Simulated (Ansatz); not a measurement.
# C₂H₆FInO: geometry relaxation (part 1 of 2)

- system: C₂H₆FInO, SMILES C[CH2][In]([OH])[F]
- method: RKS PBE-D4/def2-SVP (Ansatz 0.2.0)

The geometry: force-field start. Figures and captions count atoms from 1; the log counts them from 0 in places.

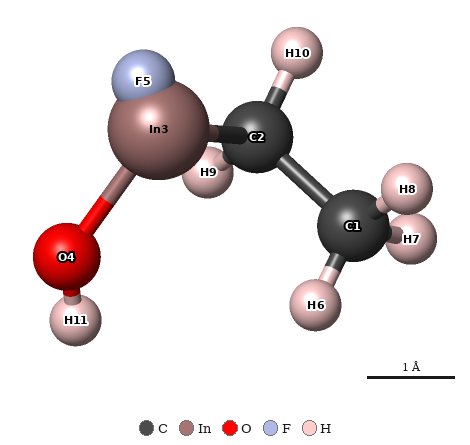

Figure 1. The structure as given in the input (ball-and-stick view, seen at a tilt; atoms are numbered from 1 in the order of the input). Sticks mark near contacts. Bond lengths as drawn: C–C 1.56 Å, C–H 1.05 to 1.15 Å, C–In 2.39 Å, F–In 0.59 Å, H–O 0.91 Å and In–O 1.86 Å.

## Summary

- outcome: converged
- total energy: −12097.5492 eV
- mean-field energy: −12097.3634 eV
- dispersion energy: −0.1858 eV
- SCF solution under orbital rotations: stable
- largest force (length of the vector) at the end: 0.012 eV/Å
- dipole moment: 5.08 D
- hardware: 4 threads of Arm Neoverse V2, 23 GiB of memory available, shared host
- wall time: 28 s (CPU time 99 s)
- peak memory: 0.17 GiB

## Input file
```yaml
crystal:
  periodic: [false, false, false]
  atoms:
    - {symbol: C, position_ang: [0.729400, 0.842700, 0.759600]}
    - {symbol: C, position_ang: [-0.587900, 0.742400, -0.078800]}
    - {symbol: In, position_ang: [-0.908200, -1.617300, 0.103800]}
    - {symbol: O, position_ang: [0.180300, -1.978800, -1.357500]}
    - {symbol: F, position_ang: [-1.481200, -1.739400, 0.164300]}
    - {symbol: H, position_ang: [1.491700, 0.297000, 0.292300]}
    - {symbol: H, position_ang: [1.020100, 1.954800, 0.785200]}
    - {symbol: H, position_ang: [0.531700, 0.544000, 1.773800]}
    - {symbol: H, position_ang: [-0.397300, 1.108500, -1.074800]}
    - {symbol: H, position_ang: [-1.400100, 1.346700, 0.396600]}
    - {symbol: H, position_ang: [0.886900, -1.557600, -1.743900]}
basis:
  gaussian: {orbitals: def2-SVP}
hamiltonian: {xc: pbe, dispersion: d4}
relax: {f_tol: 0.03, max_steps: 200}
```

Command:
```bash
ansatz run in.yaml --threads 4 --pin off --events-out ev --progress --plain --max-ram 10444MiB
```

## The program's output
```
Functional definition: PBE
  name "PBE"
  cite "Perdew, Burke & Ernzerhof, Phys. Rev. Lett. 77, 3865 (1996) doi:10.1103/PhysRevLett.77.3865"
  parent pbe
  parameter kappa = 0.804
  parameter beta = 0.06672455060314922
  exchange = pbe_x(kappa = kappa, mu = beta*pi^2/3)
  correlation = pbe_c(beta = beta)
1271 factors; their error is unknown
mean field evaluation 1: about -11446.1419 eV, gradient 1.5e2 eV
mean field evaluation 2: about -11014.2739 eV, gradient 3.7e2 eV
mean field evaluation 4: about -11485.5863 eV, gradient 7.1e1 eV
mean field evaluation 8: about -11497.6901 eV, gradient 2.5e0 eV
mean field evaluation 16: about -11497.6260 eV, gradient 2.9e-3 eV
mean field -11497.62603510 eV, -422.5299634192 hartree, gradient 2.5e-5 eV, S^2 0.000000; 1 other end points of the search recorded, 0 dependent functions left out
the calculation of the forces begins
reference -11497.62607706 eV, -422.5299649612 hartree; 28, 28 occupied and 84, 84 virtual orbitals, 1271 factors
relax step   1: F+E_penalty+E_count = -11497.85244480 eV  Δ(F+E_penalty+E_count) = +0.000e0 eV  max|allowed force component| = 3.195e3 eV/Å  Δτ_max = 0.0000 Å  (46 SCF iters, accepted)
these checks for a lower state are left out or cut short: starts, cluster_reference, orbital_swaps, neighbouring_geometries, increment
1271 factors; their error is unknown
mean field evaluation 32: about -12011.2140 eV, gradient 2.5e-1 eV
mean field -12011.21414446 eV, -441.4039783156 hartree, gradient 1.2e-5 eV, S^2 0.000000; 0 other end points of the search recorded, 0 dependent functions left out
[... from here on the field's lines of each further geometry are left out, up to the last ...]
relax step   2: F+E_penalty+E_count = -12011.43265581 eV  Δ(F+E_penalty+E_count) = -5.136e2 eV  max|allowed force component| = 3.789e2 eV/Å  Δτ_max = 0.1995 Å  (42 SCF iters, accepted)
relax step   3: F+E_penalty+E_count = -12038.30783146 eV  Δ(F+E_penalty+E_count) = -2.688e1 eV  max|allowed force component| = 2.680e2 eV/Å  Δτ_max = 0.1942 Å  (43 SCF iters, accepted)
relax step   4: F+E_penalty+E_count = -12070.62678842 eV  Δ(F+E_penalty+E_count) = -3.232e1 eV  max|allowed force component| = 1.249e2 eV/Å  Δτ_max = 0.1903 Å  (42 SCF iters, accepted)
relax step   5: F+E_penalty+E_count = -12088.94850707 eV  Δ(F+E_penalty+E_count) = -1.832e1 eV  max|allowed force component| = 3.792e1 eV/Å  Δτ_max = 0.1947 Å  (37 SCF iters, accepted)
relax step   6: F+E_penalty+E_count = -12094.47260077 eV  Δ(F+E_penalty+E_count) = -5.524e0 eV  max|allowed force component| = 7.180e0 eV/Å  Δτ_max = 0.1951 Å  (40 SCF iters, accepted)
relax step   7: F+E_penalty+E_count = -12094.53748422 eV  Δ(F+E_penalty+E_count) = -6.488e-2 eV  max|allowed force component| = 6.834e0 eV/Å  Δτ_max = 0.0118 Å  (35 SCF iters, accepted)
relax step   8: F+E_penalty+E_count = -12096.24801278 eV  Δ(F+E_penalty+E_count) = -1.711e0 eV  max|allowed force component| = 2.893e0 eV/Å  Δτ_max = 0.1912 Å  (39 SCF iters, accepted)
relax step   9: F+E_penalty+E_count = -12097.00065757 eV  Δ(F+E_penalty+E_count) = -7.526e-1 eV  max|allowed force component| = 1.160e0 eV/Å  Δτ_max = 0.1944 Å  (39 SCF iters, accepted)
relax step  10: F+E_penalty+E_count = -12097.34611597 eV  Δ(F+E_penalty+E_count) = -3.455e-1 eV  max|allowed force component| = 7.720e-1 eV/Å  Δτ_max = 0.2000 Å  (32 SCF iters, accepted)
relax step  11: F+E_penalty+E_count = -12097.49710094 eV  Δ(F+E_penalty+E_count) = -1.510e-1 eV  max|allowed force component| = 2.724e-1 eV/Å  Δτ_max = 0.1990 Å  (39 SCF iters, accepted)
relax step  12: F+E_penalty+E_count = -12097.51760626 eV  Δ(F+E_penalty+E_count) = -2.051e-2 eV  max|allowed force component| = 1.569e-1 eV/Å  Δτ_max = 0.1721 Å  (31 SCF iters, accepted)
relax step  13: F+E_penalty+E_count = -12097.48777313 eV  Δ(F+E_penalty+E_count) = +2.983e-2 eV  max|allowed force component| = 1.251e0 eV/Å  Δτ_max = 0.1664 Å  (38 SCF iters, rejected (line search))
relax step  14: F+E_penalty+E_count = -12097.53750058 eV  Δ(F+E_penalty+E_count) = -1.989e-2 eV  max|allowed force component| = 7.244e-2 eV/Å  Δτ_max = 0.0832 Å  (32 SCF iters, accepted)
relax step  15: F+E_penalty+E_count = -12097.54525045 eV  Δ(F+E_penalty+E_count) = -7.750e-3 eV  max|allowed force component| = 3.687e-2 eV/Å  Δτ_max = 0.0638 Å  (32 SCF iters, accepted)
relax step  16: F+E_penalty+E_count = -12097.54781988 eV  Δ(F+E_penalty+E_count) = -2.569e-3 eV  max|allowed force component| = 1.550e-1 eV/Å  Δτ_max = 0.0979 Å  (31 SCF iters, accepted)
relax step  17: F+E_penalty+E_count = -12097.54890262 eV  Δ(F+E_penalty+E_count) = -1.083e-3 eV  max|allowed force component| = 4.943e-2 eV/Å  Δτ_max = 0.0223 Å  (33 SCF iters, accepted)
relax step  18: F+E_penalty+E_count = -12097.54721666 eV  Δ(F+E_penalty+E_count) = +1.686e-3 eV  max|allowed force component| = 1.130e-1 eV/Å  Δτ_max = 0.0257 Å  (33 SCF iters, rejected (line search))
the calculation of the forces begins
reference -12097.36335928 eV, -444.5699035662 hartree; 28, 28 occupied and 84, 84 virtual orbitals, 1271 factors
relax step  19: F+E_penalty+E_count = -12097.54913484 eV  Δ(F+E_penalty+E_count) = -2.322e-4 eV  max|allowed force component| = 1.072e-2 eV/Å  Δτ_max = 0.0124 Å  (33 SCF iters, accepted)
```

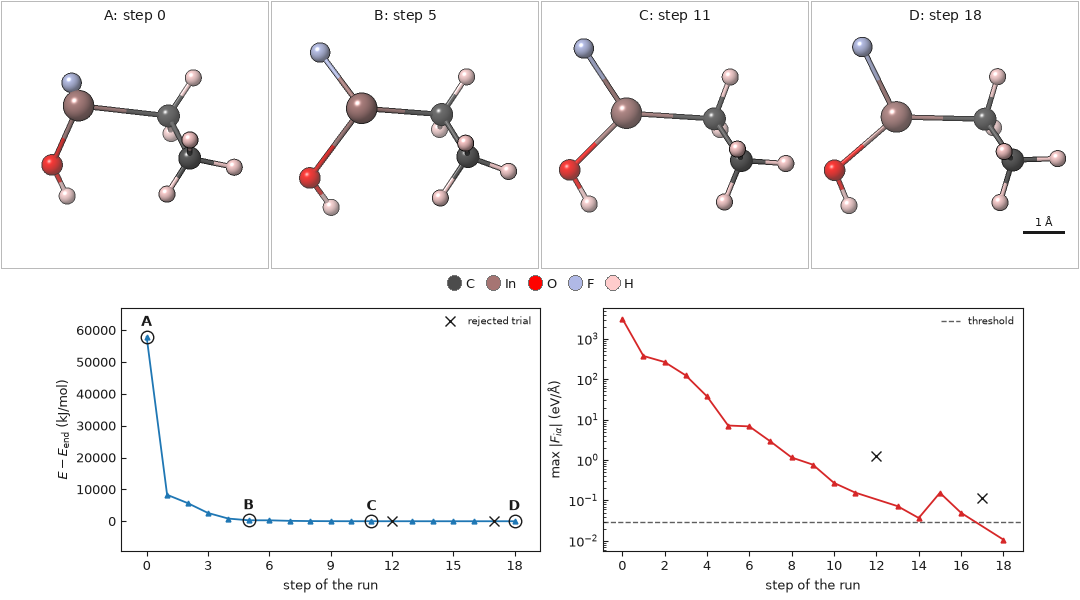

Figure 2. Frames of the relaxation (ball-and-stick view, seen at a tilt) above the curves, on which the letters mark them (the first geometry is step 0 here and step 1 in the log).

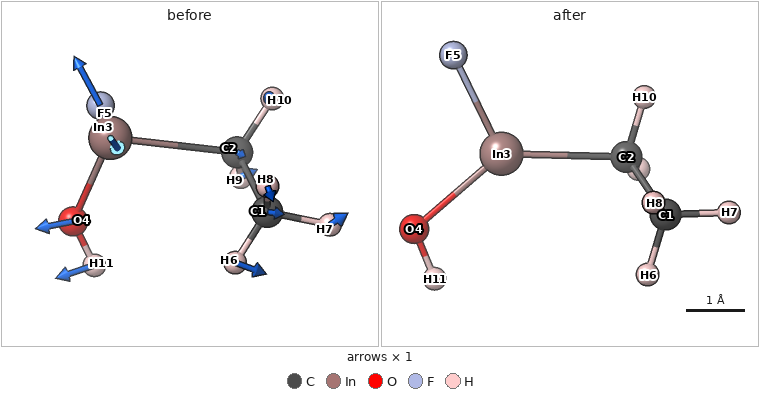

Figure 3. Before (left) and after (right) the relaxation, at one scale (ball-and-stick view, seen at a tilt). The blue arrows give the displacements, at true length. The largest move after the best rigid fit is that of F5, 1.00 Å. By element the largest moves are F 1.00 Å, H 0.74 Å, O 0.70 Å, In 0.69 Å, C 0.32 Å. Distances before and after: In3–F5 0.589 → 1.986 Å, C2–In3 2.388 → 2.184 Å, In3–O4 1.858 → 2.023 Å, O4–H11 0.909 → 0.978 Å. Among the angles that change: C2–In3–O4 93.1° → 136.3°, In3–O4–H11 134.4° → 109.8°, O4–In3–F5 127.6° → 106.1°. Over 18 geometry steps the energy falls by 57861.9 kJ/mol. Largest force component: 3200 eV/Å at the start, 0.011 eV/Å at the end. The line search rejected the trial steps at points 12, 17 (counted from 0) and went back. (Atoms are counted from 1 in the order of the input.)

```
1271 factors; their error is unknown
mean field -12097.36330646 eV, -444.5699016251 hartree, gradient 1.4e-5 eV, S^2 0.000000; 1 other end points of the search recorded, 0 dependent functions left out
the calculation of the forces begins
reference -12097.36335928 eV, -444.5699035662 hartree; 28, 28 occupied and 84, 84 virtual orbitals, 1271 factors
Total energy: -12097.54918766 eV, -444.5767326332 hartree
Atom 0 at     0.790432     1.146931     0.848007 Å, force     0.000314    -0.003995    -0.000413 eV/Å
Atom 1 at    -0.472735     0.855396     0.038035 Å, force     0.005554    -0.002237     0.006091 eV/Å
Atom 2 at    -0.746484    -1.247393    -0.485032 Å, force     0.000573     0.004334    -0.002916 eV/Å
Atom 3 at     0.282758    -2.640231    -1.530283 Å, force     0.010715     0.005017    -0.002279 eV/Å
Atom 4 at    -2.383474    -2.155775     0.179242 Å, force    -0.003067    -0.000837    -0.000742 eV/Å
Atom 5 at     1.716988     0.882716     0.298407 Å, force    -0.001575     0.000425    -0.000515 eV/Å
Atom 6 at     0.858502     2.229030     1.093963 Å, force    -0.000897    -0.000076    -0.001081 eV/Å
Atom 7 at     0.808352     0.596179     1.810425 Å, force     0.001234     0.002874    -0.002090 eV/Å
Atom 8 at    -0.488607     1.404283    -0.925456 Å, force    -0.002971     0.000735     0.001299 eV/Å
Atom 9 at    -1.398115     1.115104     0.589455 Å, force    -0.000990    -0.000349    -0.001680 eV/Å
Atom 10 at     1.097783    -2.243241    -1.896163 Å, force    -0.008889    -0.005891     0.004325 eV/Å
Dipole moment:     0.609038     0.862025    -0.051976 e Å
```

## Trajectory as extended XYZ (Å, eV, eV/Å), 19 frames, from step=1 to step=19
```
11
Properties=species:S:1:pos:R:3:forces:R:3 step=1 energy=-11497.85245
C     0.7294    0.8427    0.7596   -2.5403   2.9870  -0.7357
C    -0.5879    0.7424   -0.0788    0.0382   1.0695   1.2512
In   -0.9082   -1.6173    0.1038  3189.5561 676.3512 -335.0959
O     0.1803   -1.9788   -1.3575    2.1429  -2.7597  -3.3416
F    -1.4812   -1.7394    0.1643  -3194.7255 -676.8907 340.5229
H     1.4917    0.2970    0.2923    1.8745  -1.2508  -0.7271
H     1.0201    1.9548    0.7852    0.1269  -1.1072   0.1673
H     0.5317    0.5440    1.7738    0.1836  -0.5109   1.2150
H    -0.3973    1.1085   -1.0748   -0.0523   0.2634  -1.1300
H    -1.4001    1.3467    0.3966    0.0462  -0.0467  -0.0764
H     0.8869   -1.5576   -1.7439    3.3498   1.8949  -2.0498
11
Properties=species:S:1:pos:R:3:forces:R:3 step=2 energy=-12011.43266
C     0.7292    0.8429    0.7596   -2.4940   3.2233  -0.7202
C    -0.5879    0.7425   -0.0787    0.0005  -0.0391   1.2926
In   -0.7148   -1.5765    0.0831  371.2523  80.7521 -32.4905
O     0.1807   -1.9789   -1.3578    4.5795  -3.9030  -7.2868
F    -1.6753   -1.7803    0.1855  -378.9280 -79.3183  42.0716
H     1.4918    0.2969    0.2923    1.9596  -1.2238  -0.7203
H     1.0201    1.9547    0.7852    0.2613  -1.0656   0.2281
H     0.5317    0.5440    1.7739    0.2005  -0.4872   1.2130
H    -0.3973    1.1085   -1.0749    0.0228   0.4094  -1.0635
H    -1.4001    1.3467    0.3966    0.1794  -0.0319  -0.1494
H     0.8871   -1.5575   -1.7441    2.9661   1.6840  -2.3749
11
Properties=species:S:1:pos:R:3:forces:R:3 step=3 energy=-12038.30783
C     0.7188    0.9279    0.7714   -0.9117   1.2165  -0.3978
C    -0.6082    0.7644   -0.0368    0.8222  -0.2594   0.8624
In   -0.8066   -1.6252    0.1180  265.6115  59.7806 -21.3364
O     0.2713   -2.0914   -1.4459    1.4099  -1.0367  -1.0301
F    -1.8422   -1.8530    0.1982  -268.0013 -59.1808  22.3017
H     1.5221    0.3526    0.3077    0.5875  -0.4127  -0.1161
H     1.0909    1.9921    0.8338   -0.0332  -0.3087   0.0035
H     0.5794    0.6083    1.8165    0.1578  -0.2123   0.3687
H    -0.4467    1.1060   -1.0717   -0.0627   0.0301  -0.3222
H    -1.4023    1.3982    0.4185   -0.0599  -0.1006  -0.0540
H     0.9888   -1.6367   -1.8892    0.4799   0.4841  -0.2796
11
Properties=species:S:1:pos:R:3:forces:R:3 step=4 energy=-12070.62679
C     0.7062    0.9858    0.7705    0.7694  -0.5737   0.3363
C    -0.6115    0.7688   -0.0048    1.2753   0.2726   0.3477
In   -0.8308   -1.5910    0.1927  124.5034  38.3002   0.1211
O     0.3517   -2.1671   -1.4965   -0.0963  -0.1792   0.4312
F    -2.0105   -1.9357    0.1655  -124.9448 -37.7767  -2.0529
H     1.5472    0.3736    0.3104   -0.5351   0.3329   0.3432
H     1.1286    2.0084    0.8549   -0.2202   0.3787  -0.1916
H     0.6108    0.6355    1.8420    0.1012   0.1409  -0.4987
H    -0.4737    1.1034   -1.0740   -0.1933  -0.5265   0.3808
H    -1.4023    1.4177    0.4303   -0.2581  -0.3397   0.0391
H     1.0497   -1.6564   -1.9702   -0.4014  -0.0295   0.7437
11
Properties=species:S:1:pos:R:3:forces:R:3 step=5 energy=-12088.94851
C     0.7015    1.0227    0.7705    1.7931  -2.0141   0.9521
C    -0.5999    0.7816    0.0211    0.8470   0.7985  -0.3390
In   -0.8034   -1.4892    0.2828   37.9180  16.9994   1.9406
O     0.3923   -2.2098   -1.5280   -0.5474   0.3086   1.0225
F    -2.1407   -2.0592    0.0899  -37.7706 -16.9492  -4.8177
H     1.5675    0.3741    0.3069   -1.2011   0.8871   0.6451
H     1.1416    2.0175    0.8605   -0.1562   0.9188  -0.2609
H     0.6241    0.6439    1.8614    0.1153   0.4701  -1.0992
H    -0.4846    1.0991   -1.0815   -0.2590  -0.8709   0.9844
H    -1.4058    1.4235    0.4362   -0.2688  -0.4111   0.0969
H     1.0729   -1.6613   -1.9993   -0.4703  -0.1374   0.8751
```
